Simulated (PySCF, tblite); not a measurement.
**ClH6OSi3 radical, a small gas-phase stand-in for a defect centre (Si site with back bonds [SiH3], O[SiH3], Cl): EPR parameters**

Wanted: the EPR parameters for `[SiH3]O[Si]([SiH3])Cl`. It is drawn as: dangling bond.

Computed with tblite 0.8.0 and PySCF 2.14.0; each step states its level. No surroundings beyond the atoms listed, unless a continuum is named. Atoms count from 0, parts from 1.

## 1. The system as given

11 atoms, charge 0, multiplicity 2; geometry: distance geometry start.

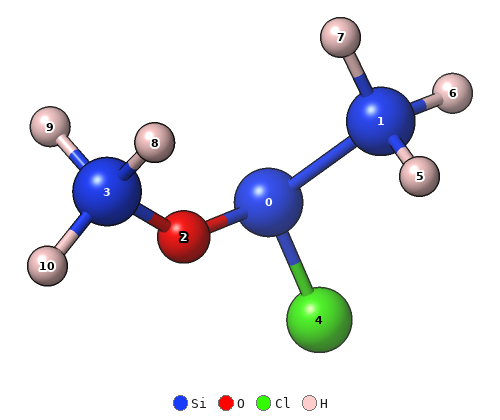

The starting geometry (silicon blue, oxygen red, chlorine green, hydrogen pink), atoms numbered.

## 2. Relaxing the cluster with GFN2-xTB

The job: settings as JSON, then the geometry in Å.

```
{"job": {"kind": "relax", "xc": "GFN2-xTB", "basis": "xTB"}, "charge": 0, "multiplicity": 2}
Si    -0.398665    -1.265210    -0.326463
Si    -1.873739    -0.185600     1.087076
O      0.836199    -0.256821    -0.856921
Si     2.054644     0.648694    -0.220950
Cl    -1.325700    -1.912476    -2.027535
H     -2.456679     0.981797     0.427893
H     -2.922084    -1.104414     1.515226
H     -1.152148     0.308809     2.300689
H      1.476387     1.714543     0.640246
H      2.930061    -0.197607     0.583944
H      2.850972     1.273607    -1.334397
```

Level: GFN2-xTB geometry optimisation, gas phase.

On the command line:

```console
$ OMP_NUM_THREADS=1 python cluster_run.py task.json out
```

One launch serves the whole session: the jobs run in the order shown.

Log:

```text
step      E/eV     max force
  0    -461.45893    0.805
  1    -461.49187    0.581
  2    -461.52494    0.390
  3    -461.53490    0.352
  4    -461.56234    0.345
  5    -461.57114    0.374
  6    -461.59368    0.272
  7    -461.59958    0.210
  8    -461.60480    0.170
  9    -461.60974    0.254
 10    -461.61812    0.312
 11    -461.62691    0.263
 12    -461.63345    0.206
 13    -461.63664    0.176
 14    -461.63893    0.171
 15    -461.64216    0.192
 16    -461.64555    0.190
 17    -461.64891    0.211
 18    -461.65229    0.175
 19    -461.65623    0.163
 20    -461.66024    0.163
 21    -461.66280    0.101
 22    -461.66389    0.100
 23    -461.66481    0.088
 24    -461.66626    0.122
 25    -461.66820    0.135
 26    -461.67013    0.122
 27    -461.67127    0.074
 28    -461.67181    0.054
 29    -461.67230    0.078
 30    -461.67307    0.093
 31    -461.67421    0.102
 32    -461.67553    0.111
 33    -461.67657    0.092
 34    -461.67724    0.081
 35    -461.67772    0.077
 36    -461.67831    0.077
 37    -461.67960    0.087
 38    -461.68124    0.096
 39    -461.68355    0.095
 40    -461.68595    0.105
 41    -461.68764    0.084
 42    -461.68768    0.231
 43    -461.68980    0.127
 44    -461.69116    0.081
 45    -461.69426    0.074
 46    -461.69532    0.058
 47    -461.69568    0.034
 48    -461.69582    0.032
 49    -461.69600    0.032
 50    -461.69628    0.035
 51    -461.69657    0.041
 52    -461.69673    0.028
 53    -461.69680    0.020
 54    -461.69684    0.021
 55    -461.69692    0.021
 56    -461.69706    0.035
 57    -461.69730    0.052
 58    -461.69764    0.055
 59    -461.69794    0.043
 60    -461.69815    0.045
 61    -461.69833    0.043
 62    -461.69856    0.043
 63    -461.69898    0.062
 64    -461.69968    0.086
 65    -461.70054    0.087
 66    -461.70135    0.072
 67    -461.70193    0.057
 68    -461.70227    0.041
 69    -461.70259    0.052
 70    -461.70308    0.066
 71    -461.70394    0.059
 72    -461.70460    0.060
 73    -461.70488    0.045
 74    -461.70517    0.037
 75    -461.70538    0.049
 76    -461.70558    0.053
 77    -461.70597    0.045
 78    -461.70629    0.031
 79    -461.70655    0.031
 80    -461.70669    0.033
 81    -461.70681    0.027
 82    -461.70692    0.024
 83    -461.70704    0.025
 84    -461.70714    0.020
 85    -461.70720    0.019
 86    -461.70723    0.014
 87    -461.70725    0.014
 88    -461.70729    0.016
 89    -461.70735    0.022
 90    -461.70741    0.022
 91    -461.70745    0.020
 92    -461.70749    0.017
 93    -461.70753    0.013
 94    -461.70757    0.013
 95    -461.70760    0.016
 96    -461.70763    0.016
 97    -461.70766    0.015
 98    -461.70771    0.015
 99    -461.70776    0.016
100    -461.70780    0.013
101    -461.70782    0.011
102    -461.70784    0.011
103    -461.70786    0.013
104    -461.70788    0.012
105    -461.70790    0.010
106    -461.70791    0.010
107    -461.70792    0.014
108    -461.70795    0.025
109    -461.70800    0.035
110    -461.70809    0.045
111    -461.70820    0.036
112    -461.70831    0.024
113    -461.70840    0.026
114    -461.70848    0.040
115    -461.70861    0.048
116    -461.70879    0.044
117    -461.70897    0.031
118    -461.70914    0.030
119    -461.70925    0.035
120    -461.70933    0.027
121    -461.70938    0.022
122    -461.70944    0.022
123    -461.70950    0.025
124    -461.70956    0.025
125    -461.70960    0.019
126    -461.70964    0.019
127    -461.70966    0.012
128    -461.70968    0.009
129    -461.70969    0.005
```

Run time: 2.8 s. Hardware: 1 thread of Arm Neoverse V2, shared host.

Along the way:

```tsv
step	energy from step 0 (eV)	largest force (eV/Å)
0	0.0000	0.8047
5	-0.1122	0.3735
10	-0.1592	0.3116
15	-0.1832	0.1924
20	-0.2013	0.1636
25	-0.2093	0.1353
30	-0.2141	0.0934
35	-0.2188	0.0777
40	-0.2270	0.1051
45	-0.2353	0.0736
50	-0.2373	0.0348
55	-0.2380	0.0213
60	-0.2392	0.0442
65	-0.2416	0.0865
70	-0.2441	0.0664
75	-0.2464	0.0490
80	-0.2478	0.0329
85	-0.2483	0.0190
90	-0.2485	0.0219
95	-0.2487	0.0158
100	-0.2489	0.0128
105	-0.2490	0.0092
110	-0.2492	0.0450
115	-0.2497	0.0476
120	-0.2504	0.0273
125	-0.2507	0.0197
129	-0.2508	0.0052
```

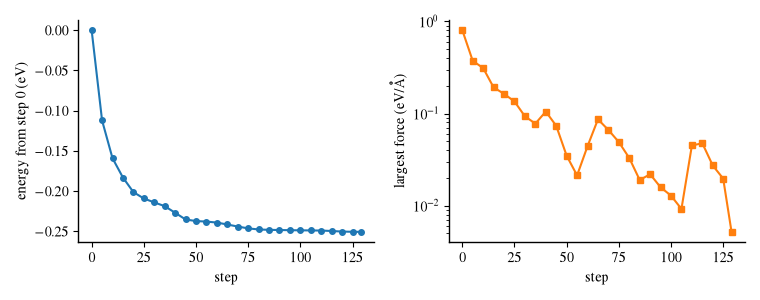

Energy and largest force along the relaxation.

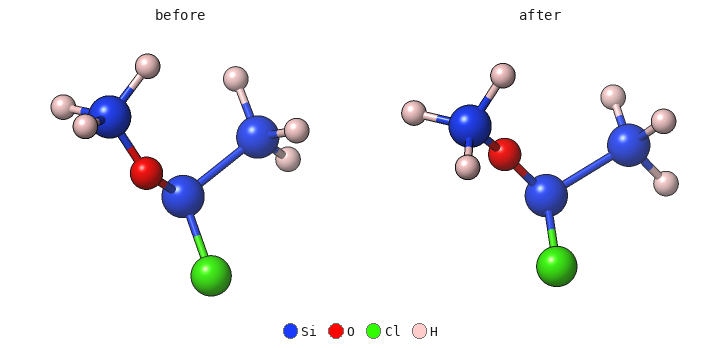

The geometry before (left) and after (right).

Close pairs (by a distance rule), those that changed most:

```tsv
bond	before (Å)	after (Å)	change (Å)
Si0–O2	1.680	1.627	-0.053
Si3–H10	1.505	1.461	-0.044
Si1–H7	1.496	1.465	-0.031
Si3–H8	1.487	1.462	-0.025
O2–Si3	1.646	1.623	-0.023
Si0–Cl4	2.043	2.053	+0.010
Si1–H5	1.462	1.471	+0.009
Si0–Si1	2.311	2.302	-0.008
```

## 3. Geometry optimisation at PBE0-D3(BJ)/def2-SVP

The job: settings as JSON, then the geometry in Å.

```
{"job": {"xc": "PBE0", "basis": "def2-SVP", "d3": "d3bj", "grid": 2, "kind": "geom", "shake": 0.01}, "charge": 0, "multiplicity": 2}
Si    -0.359116    -1.329177    -0.197534
Si    -2.044679    -0.197606     0.942224
O      0.937246    -0.383421    -0.118585
Si     2.185880     0.652662    -0.490460
Cl    -0.727451    -1.503590    -2.226568
H     -2.453060     1.184936     0.610413
H     -3.228905    -1.026446     0.818007
H     -1.614196    -0.161940     2.345881
H      1.763875     1.923488     0.150484
H      3.348832     0.057880     0.108908
H      2.224262     0.754715    -1.932471
```

Log:

```text
step   0  E = -1406.50301302  max force = 0.029511
step   1  E = -1406.51192032  max force = 0.009124
step   2  E = -1406.51253591  max force = 0.002417
step   3  E = -1406.51272587  max force = 0.001192
step   4  E = -1406.51284585  max force = 0.002265
step   5  E = -1406.51293593  max force = 0.001771
step   6  E = -1406.51300070  max force = 0.001366
step   7  E = -1406.51307770  max force = 0.001278
step   8  E = -1406.51317438  max force = 0.002247
step   9  E = -1406.51324755  max force = 0.002319
step  10  E = -1406.51329099  max force = 0.001324
step  11  E = -1406.51330600  max force = 0.000626
step  12  E = -1406.51331127  max force = 0.000553
step  13  E = -1406.51332175  max force = 0.000950
step  14  E = -1406.51333519  max force = 0.001222
step  15  E = -1406.51335259  max force = 0.001175
step  16  E = -1406.51337147  max force = 0.000630
step  17  E = -1406.51338829  max force = 0.000362
step  18  E = -1406.51340459  max force = 0.000781
step  19  E = -1406.51341090  max force = 0.000634
step  20  E = -1406.51341445  max force = 0.000279
optimisation converged
```

It took 3.8 min on 1 thread of Arm Neoverse V2, shared host; peak memory 0.59 GiB.

Step by step:

```tsv
step	energy from step 0 (eV)	largest force component (eV/Å)
0	0.0000	1.5175
1	-0.2424	0.4692
2	-0.2591	0.1243
3	-0.2643	0.0613
4	-0.2676	0.1165
5	-0.2700	0.0911
6	-0.2718	0.0702
7	-0.2739	0.0657
8	-0.2765	0.1155
9	-0.2785	0.1192
10	-0.2797	0.0681
11	-0.2801	0.0322
12	-0.2802	0.0284
13	-0.2805	0.0489
14	-0.2809	0.0628
15	-0.2814	0.0604
16	-0.2819	0.0324
17	-0.2823	0.0186
18	-0.2828	0.0402
19	-0.2829	0.0326
20	-0.2830	0.0143
```

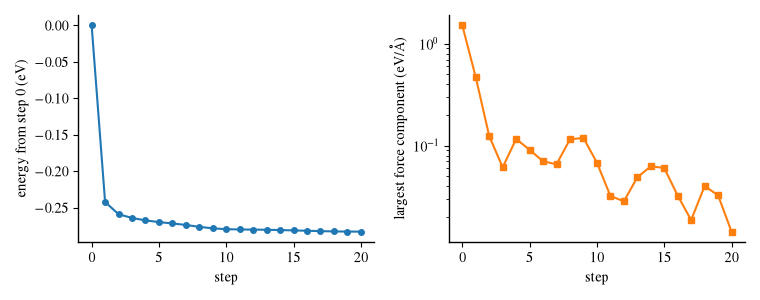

Energy and largest force along the relaxation.

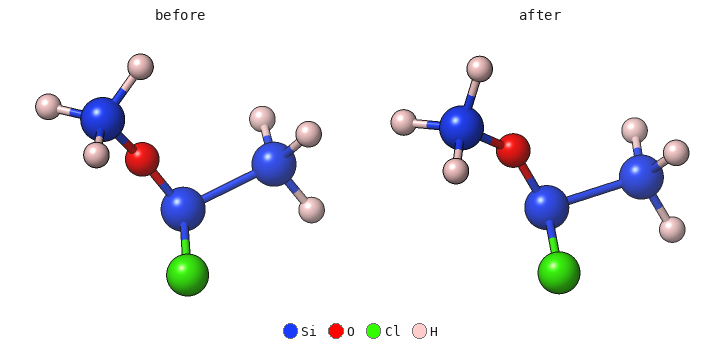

The geometry before (left) and after (right).

Distances of close pairs at the start and the end, largest changes first:

```tsv
bond	before (Å)	after (Å)	change (Å)
Si3–H9	1.437	1.492	+0.055
Si0–O2	1.607	1.654	+0.048
Si3–H10	1.446	1.491	+0.045
Si1–H6	1.451	1.493	+0.042
Si0–Si1	2.328	2.358	+0.029
Si1–H7	1.469	1.494	+0.025
Si0–Cl4	2.070	2.092	+0.022
Si1–H5	1.479	1.496	+0.016
```

The next job starts from the end point, and lists it.

```tsv
at the end point	value
point group (found at 0.08 Å tolerance)	C1
rotational constants (GHz, main isotopes)	2.290, 1.168, 0.828
dipole moment (D)	1.12
⟨S²⟩	0.753
```

## 4. g tensor and hyperfine couplings: B3LYP/IGLO-III+pcH-1

The job: settings as JSON, then the geometry in Å.

```
{"job": {"kind": "epr"}, "charge": 0, "multiplicity": 2}
Si    -0.308083    -1.110069    -0.112306
Si    -2.210120    -0.379065     1.073355
O      0.883916     0.023981     0.058833
Si     2.275882     0.690760    -0.578532
Cl    -0.835747    -1.206939    -2.134072
H     -2.649730     0.965716     0.588416
H     -3.298503    -1.377791     0.856399
H     -1.876859    -0.306744     2.527610
H      2.352721     2.108555    -0.130135
H      3.460163    -0.061399    -0.071382
H      2.239102     0.624581    -2.068039
```

Level: UKS B3LYP, IGLO-III on Cl O Si, pcH-1 on H, non-relativistic, mean-field spin-orbit, GIAO.

Log:

```text
UKS, coarse grid
  cycle   1  E = -1407.60706350  |g| = 6.37e-01
  cycle   2  E = -1407.08585632  |g| = 1.29e+00
  cycle   3  E = -1407.73509614  |g| = 1.43e-01
  cycle   4  E = -1407.74258397  |g| = 7.46e-02
  cycle   5  E = -1407.74514117  |g| = 1.33e-02
  cycle   6  E = -1407.74521851  |g| = 4.64e-03
  cycle   7  E = -1407.74522896  |g| = 8.10e-04
  cycle   8  E = -1407.74523065  |g| = 3.67e-04
UKS, final grid
  cycle   1  E = -1407.74524628  |g| = 4.04e-04
  cycle   2  E = -1407.74524620  |g| = 6.24e-04
  cycle   3  E = -1407.74524634  |g| = 1.14e-04
  cycle   4  E = -1407.74524635  |g| = 1.26e-05
E = -1407.74524635 Eh   <S^2> = 0.7528 (exact 0.7500)
g shifts (ppm)      1          2          3
  rmc          -185       -185       -185
  gc             65         25         70
  oz_so       -1521        -80       6754
  total       -1641       -241       6638
hyperfine (MHz)  atom isotope    a_iso     a_fc   dipolar eigenvalues
    0  29Si    -669.93    -670.89   -129.88     63.17     66.71
    1  29Si    -160.86    -161.15    -35.95     16.66     19.29
    2   17O     -22.03     -21.90    -26.12     12.53     13.59
    3  29Si       3.07       3.07     -0.61      0.18      0.43
    4  35Cl      17.16      16.90    -17.71    -16.84     34.56
    5    1H      53.27      53.26     -3.05     -0.08      3.13
    6    1H      -4.61      -4.62     -2.96     -1.15      4.11
    7    1H      -6.09      -6.09     -2.92     -1.17      4.09
    8    1H       5.42       5.42     -1.05     -0.81      1.86
    9    1H       2.04       2.04     -1.29     -1.04      2.33
   10    1H      -0.39      -0.39     -1.22     -0.98      2.20
```

Wall time 70 s (1 thread of Arm Neoverse V2, shared host); peak memory 0.92 GiB.

Principal g values 2.00068, 2.00208, 2.00896; g(iso) = 2.00390, against 2.00232 for a free electron.

Hyperfine couplings, nucleus by nucleus at this fixed geometry (no averaging over rotations):

```tsv
nuclei	isotope	a(iso) (MHz)	a(iso) (G, at g = 2.0023)	largest dipolar term (MHz)
Si0	29Si	-669.9	-239.0	-129.9
Si1	29Si	-160.9	-57.4	-35.9
H5	1H	53.3	19.0	3.1
O2	17O	-22.0	-7.9	-26.1
Cl4	35Cl	17.2	6.1	34.6
H7	1H	-6.1	-2.2	4.1
H8	1H	5.4	1.9	1.9
H6	1H	-4.6	-1.6	4.1
Si3	29Si	3.1	1.1	-0.6
H9	1H	2.0	0.7	2.3
H10	1H	-0.4	-0.1	2.2
```

Mulliken spin populations:

```tsv
atom	value (e)
Si0	0.73
Si1	0.13
O2	0.04
Si3	0.00
Cl4	0.07
H5	0.03
H6	0.00
H7	0.00
H8	0.00
H9	0.00
H10	0.00
```

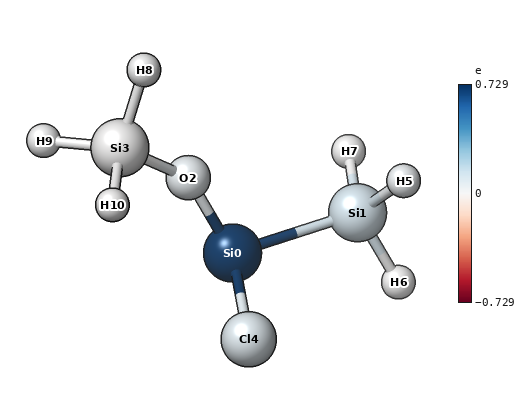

Mulliken spin populations, as colours on the atoms.

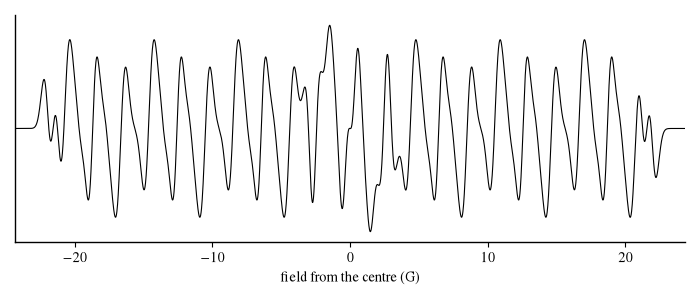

First-order isotropic spectrum (first derivative, main isotopes with spin only, couplings over 0.8 MHz, Gaussian width 0.3 G; couplings of the frozen geometry, rotation of groups not averaged beyond the rows shown).

The fields below are evaluated on a grid from the run's orbitals.

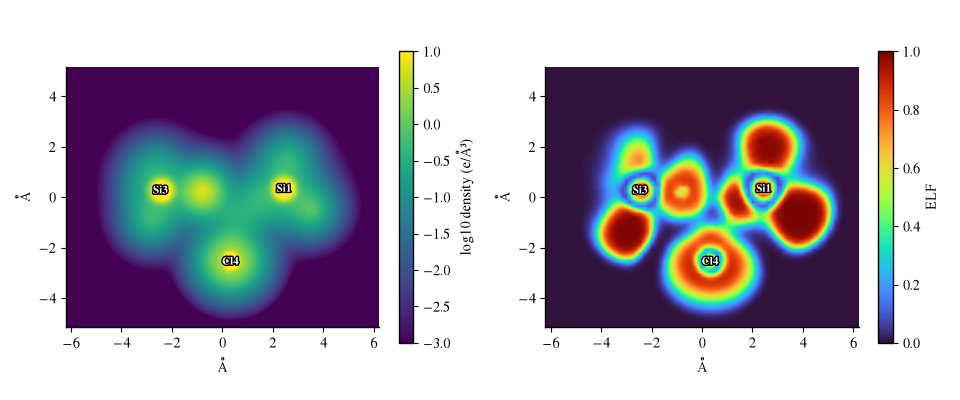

Density (left) and ELF (right) in a plane through or near 3 of the atoms.

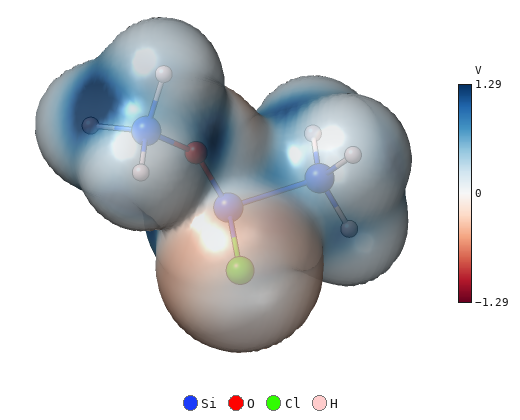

The potential that a unit positive charge feels on the 0.002 e/bohr³ surface, from -0.44 V near Cl4 to 1.29 V near H9.

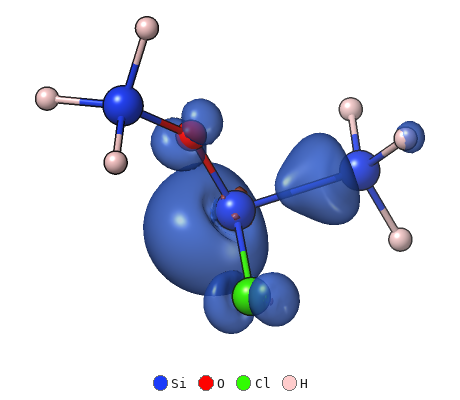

Spin density at ±0.03 e/Å³ (alpha excess blue, beta excess red).

## 5. g tensor and hyperfine couplings: BHandHLYP/IGLO-III+pcH-1

Settings changed since step 4:

```diff
@@ -1,2 +1,2 @@
-{"job": {"kind": "epr"}, "charge": 0, "multiplicity": 2}
+{"job": {"kind": "epr", "xc": "BHandHLYP"}, "charge": 0, "multiplicity": 2}
 Si    -0.308083    -1.110069    -0.112306
```

Level: UKS BHandHLYP, IGLO-III on Cl O Si, pcH-1 on H, non-relativistic, mean-field spin-orbit, GIAO.

Log:

```text
UKS, coarse grid
  cycle   1  E = -1407.50767111  |g| = 5.39e-01
  cycle   2  E = -1407.43853730  |g| = 7.11e-01
  cycle   3  E = -1407.61959755  |g| = 6.70e-02
  cycle   4  E = -1407.62162078  |g| = 3.15e-02
  cycle   5  E = -1407.62214996  |g| = 5.98e-03
  cycle   6  E = -1407.62219916  |g| = 2.24e-03
  cycle   7  E = -1407.62220800  |g| = 8.87e-04
UKS, final grid
  cycle   1  E = -1407.62221912  |g| = 6.36e-04
  cycle   2  E = -1407.62221948  |g| = 5.48e-04
  cycle   3  E = -1407.62221965  |g| = 1.64e-04
  cycle   4  E = -1407.62221971  |g| = 1.26e-04
  cycle   5  E = -1407.62221973  |g| = 2.01e-05
  cycle   6  E = -1407.62221973  |g| = 4.63e-06
E = -1407.62221973 Eh   <S^2> = 0.7549 (exact 0.7500)
g shifts (ppm)      1          2          3
  rmc          -187       -187       -187
  gc             67         24         69
  oz_so       -1671        -73       5884
  total       -1791       -236       5766
hyperfine (MHz)  atom isotope    a_iso     a_fc   dipolar eigenvalues
    0  29Si    -706.24    -707.21   -138.08     66.10     71.98
    1  29Si    -159.25    -159.53    -35.41     15.97     19.44
    2   17O     -27.00     -26.88    -25.30     12.10     13.20
    3  29Si       3.56       3.55     -0.47      0.16      0.32
    4  35Cl      20.43      20.21    -17.10    -16.05     33.16
    5    1H      53.15      53.14     -2.89     -0.07      2.97
    6    1H      -5.15      -5.15     -2.89     -1.20      4.08
    7    1H      -6.60      -6.60     -2.85     -1.22      4.06
    8    1H       4.22       4.21     -1.01     -0.81      1.83
    9    1H       0.79       0.79     -1.29     -1.06      2.35
   10    1H      -0.42      -0.42     -1.21     -1.00      2.21
```

It took 71 s on 1 thread of Arm Neoverse V2, shared host; peak memory 0.92 GiB.

In short: g(iso) 2.00357.

## 6. Comparing the runs: EPR parameters

g, ⟨S²⟩ and isotropic hyperfine couplings (MHz), with basis size and wall time:

```tsv
run	g(iso)	⟨S²⟩	29Si Si0	29Si Si1	1H H5	17O O2	35Cl Cl4	functions	time
B3LYP/IGLO-III+pcH-1	2.00390	0.753	-669.9	-160.9	53.3	-22.0	17.2	271	70 s
BHandHLYP/IGLO-III+pcH-1	2.00357	0.755	-706.2	-159.2	53.1	-27.0	20.4	271	71 s
```

## 7. Results

| quantity | value |
| --- | --- |
| point group | C1 |
| rotational constants (main isotopes) | 2.29, 1.17, 0.83 GHz |
| g(iso) (B3LYP) | 2.00390 |
| ⟨S²⟩ | 0.753 (exact 0.75) |
| largest a(iso) | 29Si on Si0, -669.9 MHz |
| potential on the surface of density 0.002 e/bohr³, 1st and 99th percentile | -0.44 V and 1.29 V |

What this shows: The start of the PBE0/def2-SVP relaxation was shaken at random by about 0.01 Å, so part of the energy gained, and of the first lengths quoted, undoes that. Over 20 steps the energy fell by 0.283 eV; of the close pairs, Si3–H9 changed most, 1.437 to 1.492 Å (PBE0/def2-SVP). Most of the unpaired spin sits on Si0 (0.73 e). The isotropic g lies 1.6 ppt above the free-electron value. The coupling of 29Si on Si0 runs from -706.2 (BHandHLYP/IGLO-III+pcH-1) to -669.9 MHz (B3LYP/IGLO-III+pcH-1). A capped cluster stands for the solid here, so long-range fields and strain are missing, and bands or shifts of the capping hydrogens have no counterpart in it.
